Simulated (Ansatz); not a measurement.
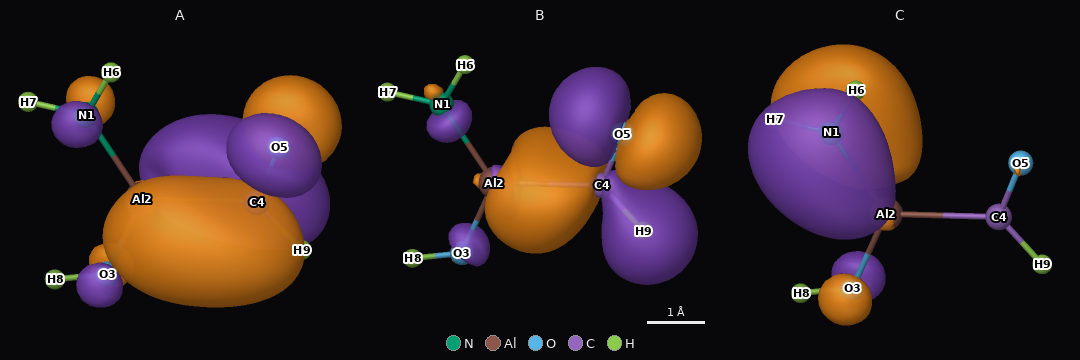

The picture shows: CH$_{4}$AlNO$_{2}$ (SMILES [NH2][Al]([OH])[CH]=O). Three frontier orbitals at ±0.1 Å⁻³ᐟ² (orange and purple are the two phases), in no order.

Geometry: PBE0-D4/def2-TZVP.

Level of theory: RKS PBE0-D4/def2-TZVPP in Ansatz.

| atom | x (Å) | y (Å) | z (Å) |
| --- | --- | --- | --- |
| N | 0.5287 | 1.0759 | 1.0500 |
| Al | -0.1105 | -0.3212 | 0.1952 |
| O | -0.6669 | -1.7539 | 0.9026 |
| C | -0.1619 | -0.1454 | -1.8062 |
| O | 0.2445 | 0.8945 | -2.2792 |
| H | 0.8413 | 1.8957 | 0.5537 |
| H | 0.6415 | 1.1977 | 2.0418 |
| H | -0.6933 | -1.9590 | 1.8345 |
| H | -0.5349 | -0.9307 | -2.5095 |

Q: Which picture is the HOMO−1, the HOMO and the LUMO?

A: C is the HOMO−1 (−7.60 eV). It lies mainly on N1 (about 70 %) and Al2 (about 15 %); it changes sign across the molecular plane (π type). B is the HOMO (−6.52 eV). It lies mainly on O5 (about 50 %), C4 (about 25 %), Al2 (about 15 %) and H9 (about 10 %); it is symmetric in the molecular plane (an in-plane orbital: σ, lone-pair or in-plane π type). A is the LUMO (−1.63 eV). It lies mainly on C4 (about 40 %), O5 (about 25 %) and Al2 (about 25 %); it changes sign across the molecular plane (π type); π-bonding across Al2–C4; π-antibonding (a node) across C4–O5.

Q: What is the HOMO–LUMO gap?

A: 4.89 eV between the orbital energies.
